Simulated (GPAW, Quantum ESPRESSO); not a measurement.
The As K edge of atom 1 in As (R-3m), with 3 As at 2.51 Å (pyramidal, site symmetry 3m), was computed in 2 ways: excited-electron core hole (neutral cell) and no core hole. Program and functional: Quantum ESPRESSO XSpectra, PBE, Lorentzian half width 1.07 eV up to 4 eV, rising linearly to 1.75 eV at 25 eV (not a setting of the program: the run's 0.4 eV curve was folded afterwards with a further Lorentzian); cells of 2 and 12 atoms (the run without a hole in the smaller).

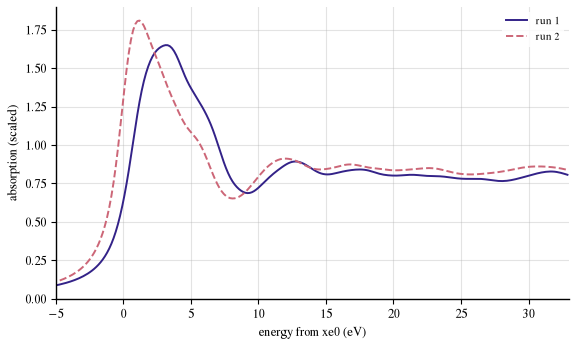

Each run is counted from its own lowest empty level or Fermi level and scaled to a mean of 1 over its first 20 eV.

The database entry behind the starting cell differs from later determinations by our own check (old inner coordinate), so it need not match the best structure at ambient conditions.

Question: Which run is which?

Run 1: no core hole (area from −2 to 6 eV 9.0, main maxima 3.1 eV (1.65) and 12.7 eV (0.89)). Run 2: excited-electron core hole (neutral cell) (area from −2 to 6 eV 9.8, main maxima 1.2 eV (1.81) and 11.9 eV (0.91)). With each curve scaled to its own mean, the area from −2 to 6 eV with the hole is 9.8 against 9.0, and the centre of weight from −1 to 20 eV moves by -0.3 eV (first and strongest maxima below 20 eV: 3.1 eV (1.65) and 12.7 eV (0.89) without the hole, 1.2 eV (1.81) and 11.9 eV (0.91) with it); the shape changes all the same, by 22 % r.m.s.

[Hosts, paths, dates, database ids (printed as entryN), source tags and the programs' standing remarks are cut or masked in the printed files.]

[Lists of maxima count a maximum above −3 eV only where it reaches 4 % of the highest in the window and stands out from its surroundings by 2 % of it (1.5 % where it reaches 55 %); shoulders and weaker maxima are passed over, and of the rest the first, up to two pre-edge ones and the few strongest are named.]
